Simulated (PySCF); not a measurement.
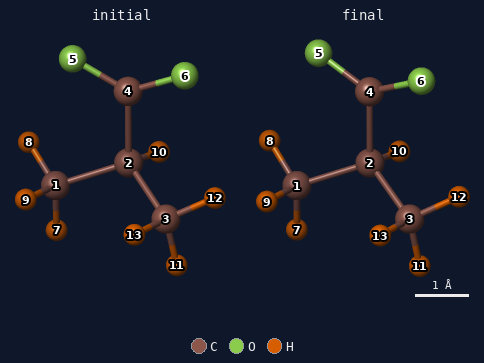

The structure of C$_{4}$H$_{7}$O$_{2}$ (charge −1) before (left) and after (right) a relaxation, at one scale.

Style: ball-and-stick. Shown at a tilt.

The start comes from GFN2-xTB.

Method: PBE0-D3(BJ)/def2-SVP geometry optimisation, gas phase in PySCF. 

Q: What changed between the two?

A: The atom that moves furthest after the best rigid fit is O5 (0.28 Å). By element the largest moves are O 0.28 Å, H 0.08 Å, C 0.04 Å. Among the contacts that change: C2–C4 1.604 → 1.581 Å, C1–H7 1.095 → 1.107 Å, C1–H8 1.088 → 1.099 Å, C4–O5 1.237 → 1.246 Å. After 22 geometry steps the energy has fallen by 4.24 kJ/mol. The largest force component goes from 0.6 to 0.0035 eV/Å.

Limits of the set-up: the basis has no diffuse functions, which an anion needs.
